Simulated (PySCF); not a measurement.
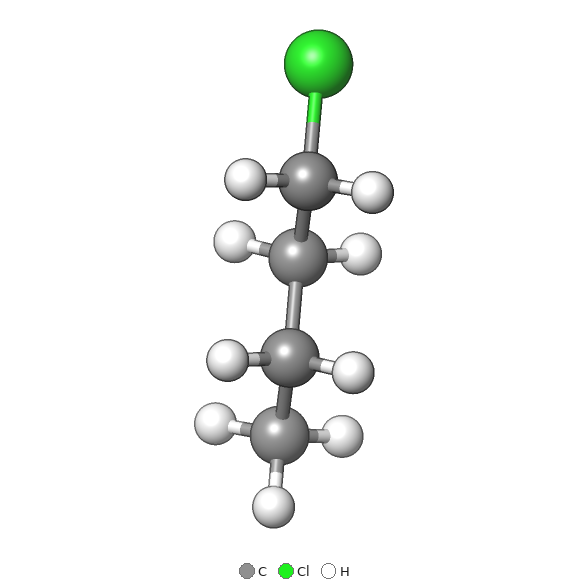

Rendered structure (ball-and-stick style). Every bond is drawn as one stick, whatever its order.

Computed geometry: PBE0-D3(BJ)/def2-SVP optimisation. No frequency run is at hand to confirm it as a minimum.

> Count the atoms of each element.

C₄H₉Cl, 14 atoms: 4 carbon, 9 hydrogen and 1 chlorine.

> What is the point group of this geometry?

Cs.

> Write the SMILES.

CCCCCl

> How many bonds of each kind are drawn?

9 C–H, 3 C–C, 1 C–Cl.

More results for the same structure follow; atom numbers are the same in all pictures, views and colours differ.

**Dipole moment**

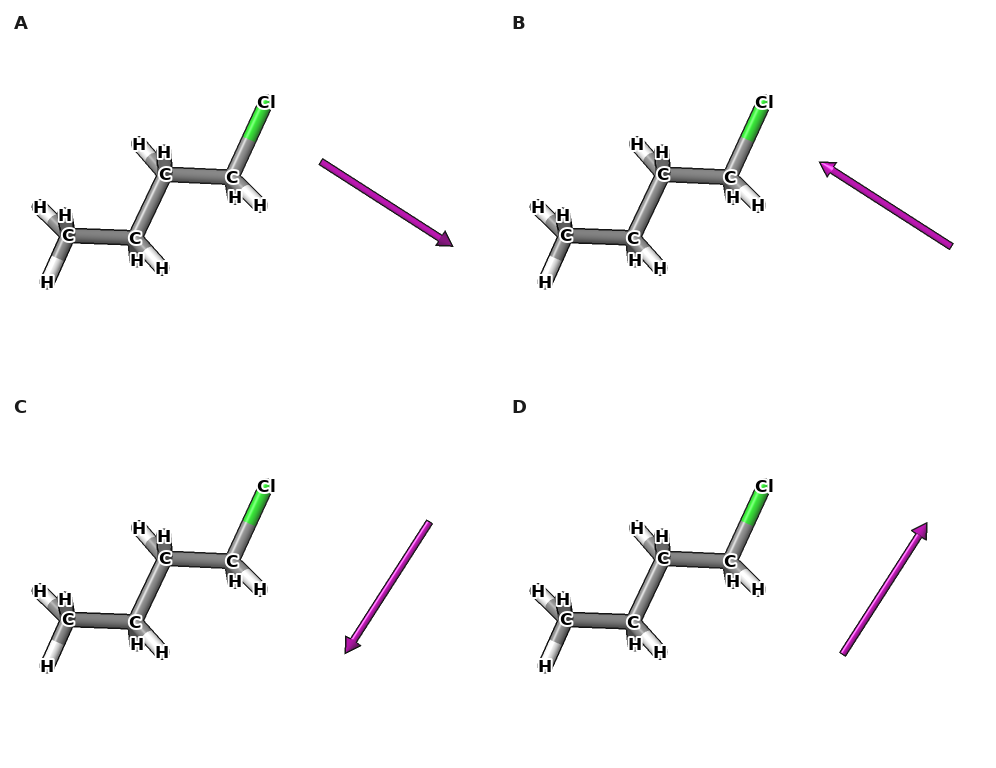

The same molecule four times, each with an arrow. No frequency run is at hand to confirm it as a minimum. Method: LDA/def2-SVPD, gas phase (PySCF 2.14.0).

> Which arrow points along the dipole moment, from the negative to the positive end?

C. The dipole moment is 2.31 D.

**Quadrupole coupling**

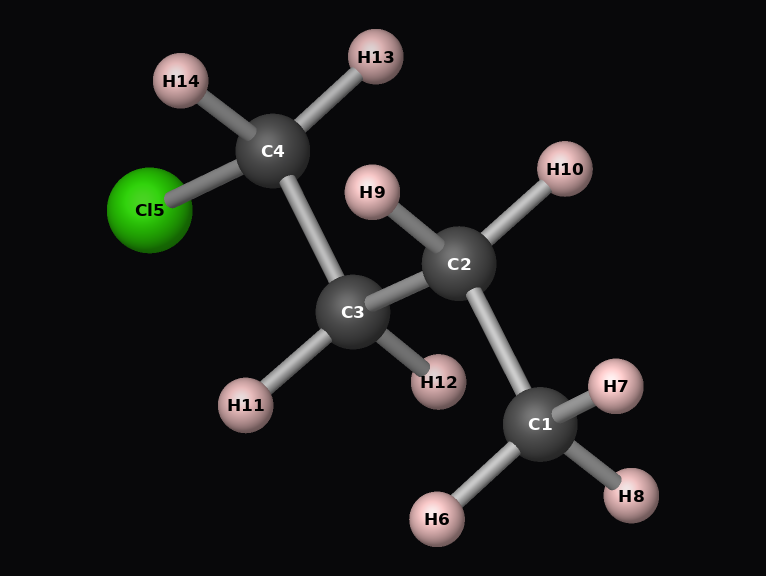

No frequency run is at hand to confirm it as a minimum. Electric field gradients from the ground-state density, PBE0/pcSseg-0 (PySCF 2.14.0), non-relativistic apart from any core potentials.

Give the largest field-gradient component, the quadrupole coupling constant and the asymmetry for 35Cl at Cl5 (Q = −81.7 mb).

```tsv
atom	V_zz (a.u.)	e²qQ/h (MHz)	η
Cl5	4.086	−78.4	0.03
```

**Polarisability**

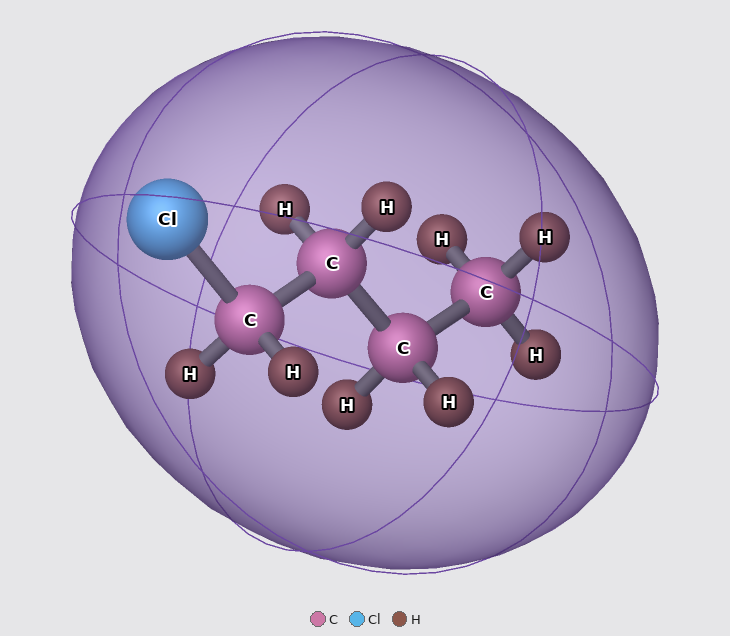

The ellipsoid shows the static dipole polarisability: its half-axes are proportional to the principal values. No frequency run is at hand to confirm it as a minimum. Computed with HF/def2-SVPD (PySCF 2.14.0).

> Give the principal values, the mean and the anisotropy.

Principal values 53.6, 57.4, 76.3 bohr³; mean 62.4 bohr³ (9.25 Å³); anisotropy 21.1 bohr³, so the longest axis is 1.42 times the shortest.
